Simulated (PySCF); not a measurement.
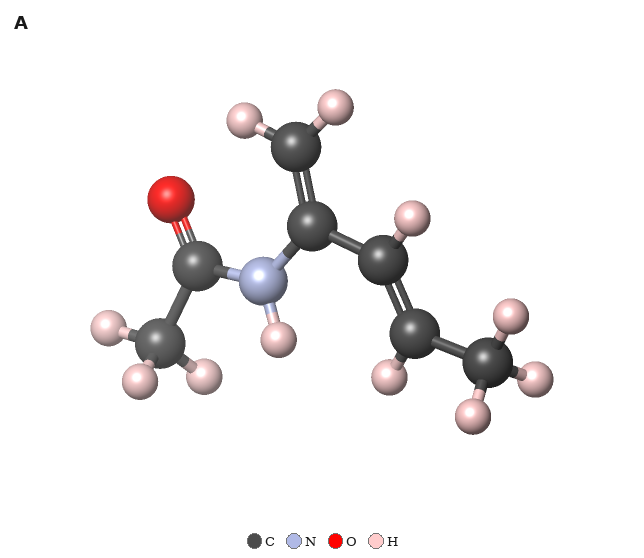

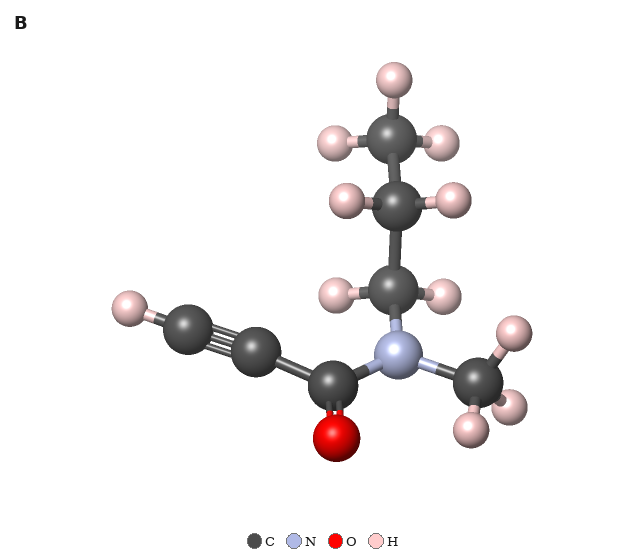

2 stationary structures of one formula. Geometries: GFN2-xTB. Electronic energies: PBE0/pcSseg-1 (PySCF 2.14.0), without zero-point energy. No frequency run is at hand to confirm each as a minimum. Each is one conformer, not always the lowest.

Question: Are they conformers, stereoisomers or constitutional isomers?

Answer: They are constitutional isomers of C7H11NO: A `C=C(/C=C/C)NC(C)=O`, B `C#CC(=O)N(C)CCC`.

Question: Which is lowest in energy, and by how much?

Answer: A is lowest; B lies 1.355 eV above it.
